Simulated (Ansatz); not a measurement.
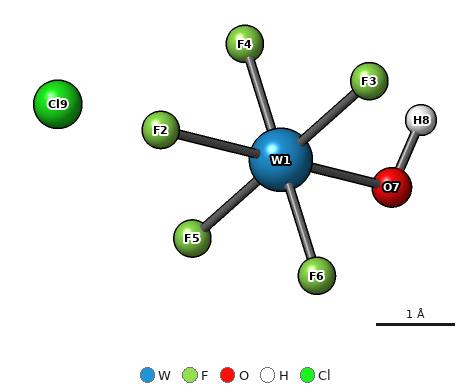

Figure 1. The input geometry (ball-and-stick view, seen at a tilt; atoms are numbered from 1 in the order of the input). Sticks mark near contacts. Bond lengths as drawn: F–W 1.85 to 2.10 Å, H–O 1.01 Å and O–W 1.94 Å.

**Geometry relaxation, with input and output: WHClOF₅**

System: WHClOF₅, multiplicity 2.
Method: UKS PBE/def2-SVP (Ansatz 0.2.0).

The input holds or restrains some coordinates. It belongs to a series of runs on one base structure; here: pulled along the bonds that form and break, towards end B. Figures and captions count atoms from 1; the log counts them from 0 in places.

**Input file**
```yaml
crystal:
  periodic: [false, false, false]
  atoms:
    - { symbol: W, position_ang: [0.0, 0.0, 0.0] }
    - { symbol: F, position_ang: [0.0, 0.0, 2.1] }
    - { symbol: F, position_ang: [1.85, 0.0, 0.0] }
    - { symbol: F, position_ang: [0.0, 1.85, 0.0] }
    - { symbol: F, position_ang: [-1.85, 0.0, 0.0] }
    - { symbol: F, position_ang: [0.0, -1.85, 0.0] }
    - { symbol: O, position_ang: [0.0, 0.0, -1.94] }
    - { symbol: H, position_ang: [0.5278, 0.7924, -2.2771] }
    - { symbol: Cl, position_ang: [0.0, 0.0, 3.9] }
magnetization:
  spin_polarized: true
  initial_magnetization: 1
basis:
  gaussian: { orbitals: def2-SVP }
hamiltonian:
  xc: pbe
relax:
  f_tol: 0.15
  max_steps: 25
  restrain:
    - { distance: [1, 8], at: 1.5, k: 30.0 }
    - { distance: [0, 1], at: 3.05, k: 30.0 }
```

Machine: 4 threads of Arm Neoverse V1, 24 GiB of memory available, shared host.

Launch command:
```bash
ansatz run input.yaml --threads 4 --pin off --max-ram 5120MiB --backend cpu --events-out ev --progress --plain --runs-dir out
```

**What the program printed**
```
The last accepted step is kept in [file] (removed where the run ends without a failure and the disk answers)
Engine: ansatz 0.2.0, aarch64-unknown-linux-gnu
Functional definition: PBE
  parameter kappa = 0.804
  parameter beta = 0.06672455060314922
  exchange = pbe_x(kappa = kappa, mu = beta*pi^2/3)
  correlation = pbe_c(beta = beta)
1443 factors; their error is unknown
mean field evaluation 1: about -29948.3382 eV, gradient 6.8e1 eV
mean field evaluation 2: about -29622.3668 eV, gradient 2.3e2 eV
mean field evaluation 4: about -29897.4431 eV, gradient 1.1e2 eV
mean field evaluation 8: about -29965.6150 eV, gradient 5.7e-1 eV
mean field evaluation 16: about -29963.3835 eV, gradient 1.5e1 eV
mean field evaluation 32: about -29943.3656 eV, gradient 4.2e1 eV
mean field evaluation 64: about -29963.5533 eV, gradient 5.6e0 eV
mean field evaluation 96: about -29965.4809 eV, gradient 3.5e-1 eV
mean field -29965.57613006 eV, -1101.2146113828 hartree, gradient 2.2e-5 eV, S^2 0.752763; 6 other end points of the search recorded, 0 dependent functions left out
the calculation of the forces begins
reference -29965.57620119 eV, -1101.2146139965 hartree; 43, 42 occupied and 96, 97 virtual orbitals, 1443 factors
relax step   1: F+E_penalty+E_count = -29965.57613006 eV  Δ(F+E_penalty+E_count) = +0.000e0 eV  max|allowed force component| = 6.197e0 eV/Å  E_restraint = 14.88750000 eV  max|allowed force component, restraints' pulls added| = 3.130e1 eV/Å  Δτ_max = 0.0000 Å  (362 SCF iters, accepted)
  distance F 1 - Cl 8 = 1.8000 Å
  distance W 0 - F 1 = 2.1000 Å
these checks for a lower state are left out or cut short: starts, cluster_reference, orbital_swaps, neighbouring_geometries, increment
1443 factors; their error is unknown
mean field -29964.95907694 eV, -1101.1919350988 hartree, gradient 2.7e-5 eV, S^2 0.752612; 0 other end points of the search recorded, 0 dependent functions left out
[... from here on the field's lines of each further geometry are left out, up to the last ...]
relax step   2: F+E_penalty+E_count = -29964.95907694 eV  Δ(F+E_penalty+E_count) = +6.171e-1 eV  max|allowed force component| = 3.473e0 eV/Å  E_restraint = 5.42944930 eV  max|allowed force component, restraints' pulls added| = 1.951e1 eV/Å  Δτ_max = 0.1942 Å  (50 SCF iters, accepted)
relax step   3: F+E_penalty+E_count = -29964.13152290 eV  Δ(F+E_penalty+E_count) = +8.276e-1 eV  max|allowed force component| = 5.895e0 eV/Å  E_restraint = 0.94272820 eV  max|allowed force component, restraints' pulls added| = 4.084e0 eV/Å  Δτ_max = 0.1947 Å  (58 SCF iters, accepted)
relax step   4: F+E_penalty+E_count = -29964.63579857 eV  Δ(F+E_penalty+E_count) = -5.043e-1 eV  max|allowed force component| = 3.726e0 eV/Å  E_restraint = 0.15324002 eV  max|allowed force component, restraints' pulls added| = 1.004e0 eV/Å  Δτ_max = 0.1949 Å  (43 SCF iters, accepted)
relax step   5: F+E_penalty+E_count = -29964.87542348 eV  Δ(F+E_penalty+E_count) = -2.396e-1 eV  max|allowed force component| = 2.437e0 eV/Å  E_restraint = 0.23429409 eV  max|allowed force component, restraints' pulls added| = 1.542e0 eV/Å  Δτ_max = 0.1926 Å  (42 SCF iters, accepted)
relax step   6: F+E_penalty+E_count = -29964.85590252 eV  Δ(F+E_penalty+E_count) = +1.952e-2 eV  max|allowed force component| = 2.934e0 eV/Å  E_restraint = 0.16694549 eV  max|allowed force component, restraints' pulls added| = 4.473e-1 eV/Å  Δτ_max = 0.0683 Å  (37 SCF iters, accepted)
relax step   7: F+E_penalty+E_count = -29964.90562177 eV  Δ(F+E_penalty+E_count) = -4.972e-2 eV  max|allowed force component| = 2.476e0 eV/Å  E_restraint = 0.19349597 eV  max|allowed force component, restraints' pulls added| = 1.292e0 eV/Å  Δτ_max = 0.1931 Å  (42 SCF iters, accepted)
relax step   8: F+E_penalty+E_count = -29964.95027129 eV  Δ(F+E_penalty+E_count) = -4.465e-2 eV  max|allowed force component| = 2.659e0 eV/Å  E_restraint = 0.15353336 eV  max|allowed force component, restraints' pulls added| = 4.572e-1 eV/Å  Δτ_max = 0.2000 Å  (42 SCF iters, accepted)
relax step   9: F+E_penalty+E_count = -29964.96219191 eV  Δ(F+E_penalty+E_count) = -1.192e-2 eV  max|allowed force component| = 2.704e0 eV/Å  E_restraint = 0.14457654 eV  max|allowed force component, restraints' pulls added| = 3.673e-1 eV/Å  Δτ_max = 0.1312 Å  (43 SCF iters, accepted)
relax step  10: F+E_penalty+E_count = -29965.03603321 eV  Δ(F+E_penalty+E_count) = -7.384e-2 eV  max|allowed force component| = 1.889e0 eV/Å  E_restraint = 0.22554774 eV  max|allowed force component, restraints' pulls added| = 1.152e0 eV/Å  Δτ_max = 0.1950 Å  (42 SCF iters, rejected (line search))
relax step  11: F+E_penalty+E_count = -29964.97178905 eV  Δ(F+E_penalty+E_count) = -9.597e-3 eV  max|allowed force component| = 2.620e0 eV/Å  E_restraint = 0.14350498 eV  max|allowed force component, restraints' pulls added| = 1.202e-1 eV/Å  Δτ_max = 0.0975 Å  (39 SCF iters, accepted)
relax step  12: F+E_penalty+E_count = -29964.99685675 eV  Δ(F+E_penalty+E_count) = -2.507e-2 eV  max|allowed force component| = 2.334e0 eV/Å  E_restraint = 0.16408508 eV  max|allowed force component, restraints' pulls added| = 3.554e-1 eV/Å  Δτ_max = 0.0987 Å  (39 SCF iters, accepted)
the calculation of the forces begins
reference -29964.98228380 eV, -1101.1927879351 hartree; 43, 42 occupied and 96, 97 virtual orbitals, 1443 factors
relax step  13: F+E_penalty+E_count = -29964.98221228 eV  Δ(F+E_penalty+E_count) = +1.464e-2 eV  max|allowed force component| = 2.405e0 eV/Å  E_restraint = 0.14495684 eV  max|allowed force component, restraints' pulls added| = 1.343e-1 eV/Å  Δτ_max = 0.0749 Å  (39 SCF iters, accepted)
  distance F 1 - Cl 8 = 1.5979 Å
  distance W 0 - F 1 = 3.0406 Å
1443 factors; their error is unknown
mean field evaluation 224: about -29964.9822 eV, gradient 8.4e-2 eV
```

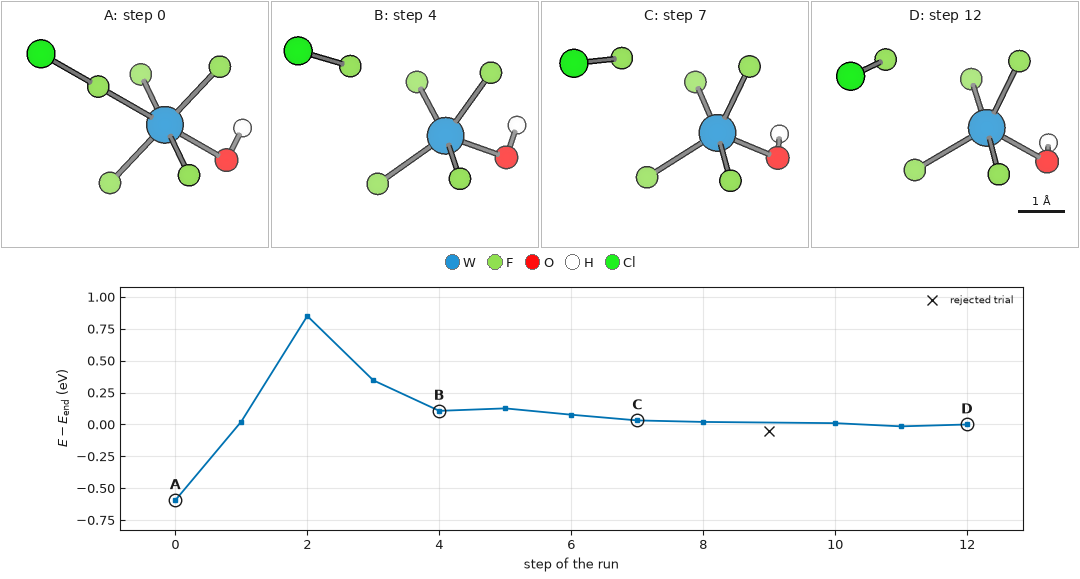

Figure 2. Frames of the restrained relaxation (ball-and-stick view, seen at a tilt) above the curves, on which the letters mark them (the first geometry is step 0 here and step 1 in the log).

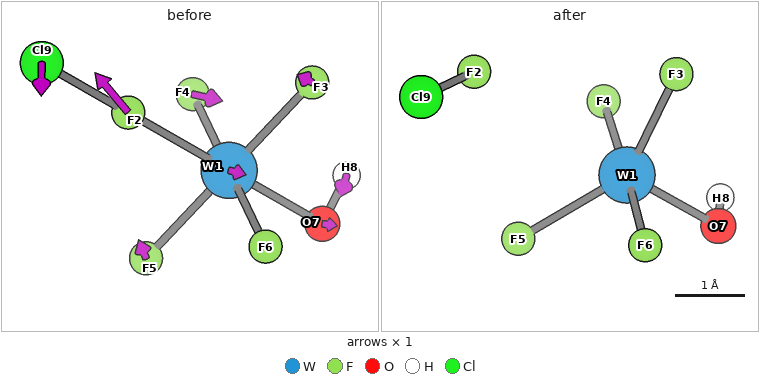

Figure 3. Before (left) and after (right) the restrained relaxation, at one scale (ball-and-stick view, seen at a tilt). The pink arrows give the displacements, at true length. After 12 geometry steps the energy has risen by 0.594 eV. Largest force component: 6.2 eV/Å at the start, 2.4 eV/Å at the end. The line search rejected the trial step at point 9 (counted from 0) and went back. The largest move after the best rigid fit is that of F2, 0.78 Å. Largest moves by element: F 0.78 Å, Cl 0.60 Å, H 0.47 Å, W 0.30 Å, O 0.25 Å. Distances before and after: W1–F2 2.100 → 3.041 Å, F2–Cl9 1.800 → 1.598 Å, W1–F4 1.850 → 1.920 Å, W1–O7 1.940 → 1.873 Å. Bonds break: W1–F2 (2.10 → 3.04 Å). Among the angles that change: F3–W1–F5 180.0° → 143.0°, F5–W1–O7 90.0° → 108.6°, F3–W1–O7 90.0° → 108.2°. (Atoms are counted from 1 in the order of the input.)

```
mean field -29964.98221228 eV, -1101.1927853068 hartree, gradient 1.8e-5 eV, S^2 0.752412; 4 other end points of the search recorded, 0 dependent functions left out
the calculation of the forces begins
reference -29964.98228380 eV, -1101.1927879351 hartree; 43, 42 occupied and 96, 97 virtual orbitals, 1443 factors
Total energy: -29964.98228380 eV, -1101.1927879351 hartree
Atom 0 at     0.081381    -0.021249    -0.282968 Å, force     0.001815     0.051813     0.144949 eV/Å
Atom 1 at     0.122554     0.445141     2.721347 Å, force     0.657527     1.797825    -2.404700 eV/Å
Atom 2 at     1.839864    -0.039494     0.312844 Å, force     0.009306     0.005456     0.014138 eV/Å
Atom 3 at     0.166175     1.881548    -0.525199 Å, force     0.001407     0.006667     0.004548 eV/Å
Atom 4 at    -1.678560     0.121529     0.294277 Å, force    -0.001639     0.007967     0.016076 eV/Å
Atom 5 at    -0.008146    -1.891671     0.047064 Å, force     0.000184    -0.010584     0.018571 eV/Å
Atom 6 at     0.097566    -0.027506    -2.156238 Å, force    -0.001523    -0.026861     0.049993 eV/Å
Atom 7 at     0.146859     0.884588    -2.537212 Å, force    -0.003438     0.010363     0.010625 eV/Å
Atom 8 at    -0.239893    -0.560485     3.908984 Å, force    -0.663638    -1.842646     2.145800 eV/Å
Dipole moment:    -0.034058     0.078741     0.033091 e Å
```

**Trajectory as extended XYZ (Å, eV, eV/Å), 12 of the 13 frames kept, from step=1 to step=13**
```
9
Properties=species:S:1:pos:R:3:forces:R:3 step=1 energy=-29965.57613
W     0.0000    0.0000    0.0000   -1.0281  -1.5721  -0.9075
F     0.0000    0.0000    2.1000    0.4321   0.6735  -6.1970
F     1.8500    0.0000    0.0000    0.7719   0.0377   0.2814
F     0.0000    1.8500    0.0000    0.0396   0.8803   0.1395
F    -1.8500    0.0000    0.0000   -0.4931  -0.0218   0.3656
F     0.0000   -1.8500    0.0000   -0.0264  -0.4550   0.2655
O     0.0000    0.0000   -1.9400    1.0863   1.6166   1.2864
H     0.5278    0.7924   -2.2771   -0.6585  -0.9661  -0.0530
Cl    0.0000    0.0000    3.9000   -0.1239  -0.1931   4.8192
9
Properties=species:S:1:pos:R:3:forces:R:3 step=2 energy=-29964.95908
W    -0.0100   -0.0153   -0.1883   -0.7522  -1.0480   2.9740
F     0.0102    0.0159    2.2933    0.2414   0.3588  -3.4727
F     1.8552   -0.0006   -0.0075    0.2567  -0.1606   0.0405
F     0.0000    1.8541   -0.0109   -0.1336   0.5464  -0.2113
F    -1.8612   -0.0020   -0.0056   -0.3082   0.1009   0.3339
F    -0.0016   -1.8633   -0.0081    0.1170  -0.6776   0.2570
O     0.0090    0.0131   -1.9889    0.6893   1.0059  -1.8609
H     0.5293    0.7953   -2.2923   -0.0130   0.0197  -0.7503
Cl   -0.0030   -0.0047    3.9911   -0.0973  -0.1455   2.6898
9
Properties=species:S:1:pos:R:3:forces:R:3 step=3 energy=-29964.13152
W    -0.0266   -0.0386   -0.3149   -0.1593  -0.2437   5.8947
F     0.0185    0.0279    2.4875    0.1133   0.1726  -5.4058
F     1.8504   -0.0090   -0.0098   -0.2617  -0.2598  -0.2042
F    -0.0071    1.8568   -0.0224   -0.2178  -0.0871  -0.5411
F    -1.8685    0.0021    0.0033   -0.2080   0.1051   0.1657
F     0.0034   -1.8850   -0.0014    0.1287  -0.6072   0.0405
O     0.0220    0.0318   -2.0655    0.2427   0.3129  -4.0845
H     0.5401    0.8130   -2.3267    0.4616   0.7573  -1.0809
Cl   -0.0045   -0.0067    4.0327   -0.0994  -0.1500   5.2156
9
Properties=species:S:1:pos:R:3:forces:R:3 step=4 energy=-29964.63580
W    -0.0412   -0.0622   -0.3425   -0.2443  -0.3623   1.4667
F     0.0300    0.0455    2.6465    0.1057   0.1644  -3.7258
F     1.8244   -0.0497   -0.0349   -0.2676  -0.1488  -0.0719
F    -0.0395    1.8388   -0.0953   -0.0631  -0.2719  -0.4158
F    -1.8837    0.0082    0.0165    0.2642  -0.0779   0.1070
F     0.0147   -1.9304   -0.0109   -0.0378   0.2546  -0.0396
O     0.0570    0.0793   -2.1831    0.2642   0.3265  -0.3112
H     0.5742    0.8744   -2.4411    0.0796   0.2695  -0.4887
Cl   -0.0079   -0.0115    4.2276   -0.1010  -0.1542   3.4793
9
Properties=species:S:1:pos:R:3:forces:R:3 step=5 energy=-29964.87542
W    -0.0549   -0.1080   -0.3447    0.2014   0.1751  -0.1917
F     0.1221    0.2085    2.6916    0.2500   0.4013  -2.4370
F     1.7945   -0.1380   -0.0279   -0.1232  -0.0386   0.1470
F    -0.0589    1.7923   -0.2220    0.0089   0.0303  -0.0699
F    -1.8747   -0.0523    0.0685    0.0795  -0.0868   0.1391
F    -0.0182   -1.9604   -0.0030   -0.1080  -0.1143   0.0640
O     0.1183    0.1432   -2.1970    0.1399   0.1339   0.2593
H     0.5632    0.9896   -2.4618   -0.1805  -0.0742  -0.0258
Cl   -0.0637   -0.0825    4.2792   -0.2681  -0.4266   2.1150
9
Properties=species:S:1:pos:R:3:forces:R:3 step=6 energy=-29964.85590
W    -0.0327   -0.1078   -0.3482    0.2553   0.0795   0.0571
F     0.0855    0.2012    2.6842    0.2696   0.5067  -2.9342
F     1.8128   -0.1559   -0.0002   -0.2790  -0.0093   0.1245
F    -0.0349    1.7961   -0.2453    0.0177   0.0430  -0.1070
F    -1.8467   -0.0549    0.0961    0.1591  -0.0465   0.0779
F    -0.0258   -1.9597    0.0121   -0.0787  -0.1280   0.0211
O     0.1334    0.1391   -2.1969    0.1071   0.2152   0.0805
H     0.5030    1.0187   -2.4757   -0.1768  -0.1382   0.0274
Cl   -0.0669   -0.0844    4.2567   -0.2743  -0.5224   2.6526
9
Properties=species:S:1:pos:R:3:forces:R:3 step=8 energy=-29964.95027
W     0.0260   -0.1070   -0.3264    0.1519   0.4708   0.1723
F     0.2342    0.3808    2.6743    0.6708   1.1272  -2.6591
F     1.7785   -0.1265    0.3056   -0.1477  -0.0445  -0.0810
F     0.0438    1.8088   -0.4017    0.0618   0.0639   0.0293
F    -1.7581   -0.0144    0.1866   -0.0022  -0.0403   0.0316
F    -0.0568   -1.9766   -0.0436    0.0094  -0.1912  -0.0055
O     0.1478    0.0850   -2.1852    0.1459   0.1959  -0.1571
H     0.2864    1.0251   -2.4998   -0.1641  -0.4019   0.2441
Cl   -0.1740   -0.2828    4.0731   -0.7259  -1.1798   2.4254
9
Properties=species:S:1:pos:R:3:forces:R:3 step=9 energy=-29964.96219
W     0.0668   -0.0714   -0.3175    0.0529  -0.2236   0.0472
F     0.1538    0.4035    2.6875    0.6358   1.3366  -2.7036
F     1.8126   -0.1260    0.3124   -0.0103   0.0552  -0.0006
F     0.1299    1.8402   -0.4411    0.0214   0.0827  -0.0585
F    -1.7088    0.0216    0.2186   -0.0122   0.0213   0.0319
F    -0.0227   -1.9549   -0.0647   -0.0056   0.0279  -0.0259
O     0.1354    0.0346   -2.1966   -0.0501   0.1547   0.3673
H     0.1642    0.9873   -2.4705    0.0256  -0.0779  -0.1078
Cl   -0.2035   -0.3425    4.0547   -0.6575  -1.3769   2.4500
9
Properties=species:S:1:pos:R:3:forces:R:3 step=10 energy=-29965.03603 accepted=F
W     0.0819   -0.0652   -0.2922    0.0214   0.1165   0.1482
F     0.1492    0.5151    2.6959    0.5232   1.2400  -1.8891
F     1.8357   -0.1053    0.3132    0.0005   0.0030   0.0011
F     0.1598    1.8471   -0.4713   -0.0123  -0.0522   0.0360
F    -1.6769    0.0514    0.2970    0.0268   0.0103  -0.0223
F    -0.0158   -1.9468   -0.0286    0.0160   0.0560  -0.0010
O     0.1147    0.0132   -2.1660   -0.0692   0.1139   0.0878
H     0.1341    0.9550   -2.4836    0.0324  -0.1692   0.0219
Cl   -0.2549   -0.4721    3.9185   -0.5387  -1.3185   1.6174
9
Properties=species:S:1:pos:R:3:forces:R:3 step=11 energy=-29964.97179
W     0.0755   -0.0517   -0.3089   -0.0130   0.0378   0.1420
F     0.1277    0.3937    2.7008    0.6171   1.4937  -2.6202
F     1.8196   -0.0721    0.3235    0.0424  -0.0115  -0.0073
F     0.1518    1.8582   -0.4976    0.0063   0.0009   0.0030
F    -1.6875    0.0770    0.2586   -0.0290  -0.0109   0.0091
F    -0.0162   -1.9298   -0.0202    0.0064   0.0328  -0.0056
O     0.1149    0.0084   -2.1840   -0.0048   0.0463   0.1202
H     0.1560    0.9429   -2.5127    0.0022  -0.0642  -0.0111
Cl   -0.2141   -0.4343    4.0236   -0.6277  -1.5248   2.3698
9
Properties=species:S:1:pos:R:3:forces:R:3 step=12 energy=-29964.99686
W     0.0772   -0.0397   -0.2952   -0.0001   0.0511   0.3037
F     0.1319    0.4464    2.7076    0.6047   1.5569  -2.3337
F     1.8298   -0.0665    0.3170    0.0088   0.0073  -0.0092
F     0.1572    1.8683   -0.4991    0.0033  -0.0093  -0.0061
F    -1.6842    0.0876    0.2813   -0.0009   0.0116   0.0017
F    -0.0119   -1.9148    0.0060    0.0024  -0.0071   0.0031
O     0.1044   -0.0068   -2.1655    0.0062   0.0400  -0.0359
H     0.1552    0.9172   -2.5207   -0.0084  -0.0462   0.0054
Cl   -0.2318   -0.4993    3.9515   -0.6160  -1.6043   2.0710
9
Properties=species:S:1:pos:R:3:forces:R:3 step=13 energy=-29964.98221
W     0.0814   -0.0212   -0.2830    0.0018   0.0518   0.1449
F     0.1226    0.4451    2.7213    0.6575   1.7978  -2.4047
F     1.8399   -0.0395    0.3128    0.0093   0.0055   0.0141
F     0.1662    1.8815   -0.5252    0.0014   0.0067   0.0045
F    -1.6786    0.1215    0.2943   -0.0016   0.0080   0.0161
F    -0.0081   -1.8917    0.0471    0.0002  -0.0106   0.0186
O     0.0976   -0.0275   -2.1562   -0.0015  -0.0269   0.0500
H     0.1469    0.8846   -2.5372   -0.0034   0.0104   0.0106
Cl   -0.2399   -0.5605    3.9090   -0.6636  -1.8426   2.1458
```

**Summary**

| quantity | value |
| --- | --- |
| outcome | converged under the restraints of the input |
| total energy | −29964.9823 eV |
| mean-field energy | −29964.9823 eV |
| ⟨S²⟩ | 0.752 |
| largest force (length of the vector) at the end, held atoms and coordinates included | 3.074 eV/Å |
| wall time | 67 s (CPU time 4.3 min) |
| peak memory | 0.43 GiB |
